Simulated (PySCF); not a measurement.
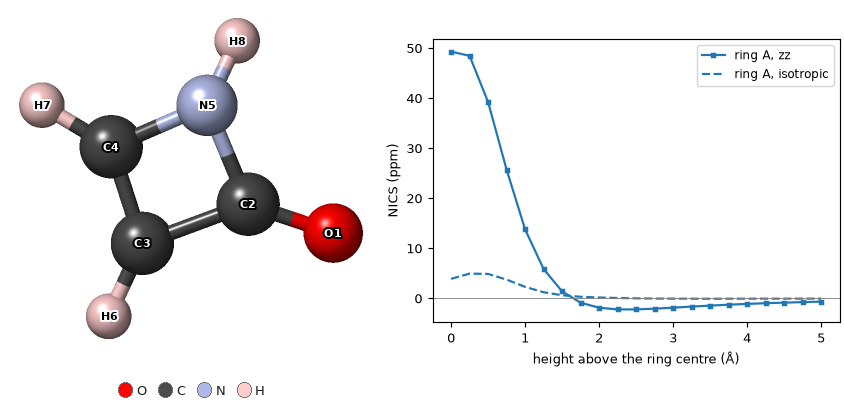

Figure 1: C3H3NO, SMILES `O=C1C=CN1`. GIAO NICS scans along the ring normals; ring A: 4-membered ring C2/C3/C4/N5.

Method: B3LYP/6-31G*; geometry: GFN2-xTB; program: PySCF. No frequency check shows the geometry to be a minimum.

Geometry (Å), atoms numbered from 1:

```
O1      -1.7625   -0.0620    0.0574
C2      -0.5799   -0.0662   -0.0476
C3       0.5623   -1.0409   -0.0150
C4       1.3787    0.0203    0.0630
N5       0.3656    1.0052   -0.1377
H6       0.6585   -2.1025   -0.0629
H7       2.4273    0.2105    0.1888
H8       0.2885    1.8719    0.3767
```

Q: What does each scan say about the ring current?

A: Ring A is paratropic (antiaromatic): NICSzz reaches +49.3 ppm at 0.00 Å; NICS(0) = +3.9, NICS(1) = +2.3 and +1.4, NICS(1)zz = +13.8 and +10.3 (two faces) ppm. In a four-membered ring the σ bonds add to these values.

Q: What absolute proton shieldings does the same calculation give?

A: From 24.9 ppm (H7) to 29.5 ppm (H8).
